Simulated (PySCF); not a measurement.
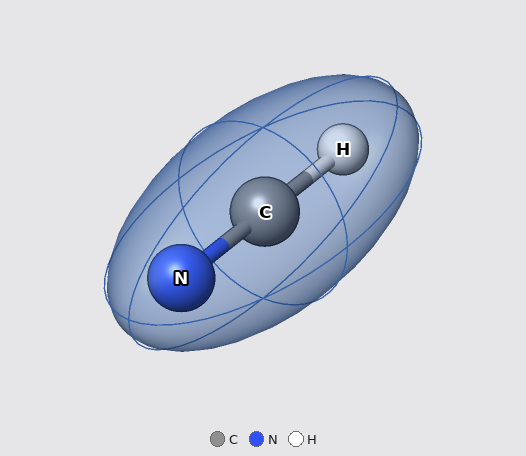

The ellipsoid shows the static dipole polarisability: its half-axes are proportional to the principal values. The geometry was computed by an optimisation with PBE0-D3(BJ)/def2-SVP. No frequency run is at hand to confirm it as a minimum. Level of theory: PBE0/6-31+G* (PySCF 2.14.0).

> Give the principal values, the mean and the anisotropy.

Principal values 10.0, 10.0, 22.5 bohr³; mean 14.2 bohr³ (2.10 Å³); anisotropy 12.4 bohr³, so the longest axis is 2.24 times the shortest.
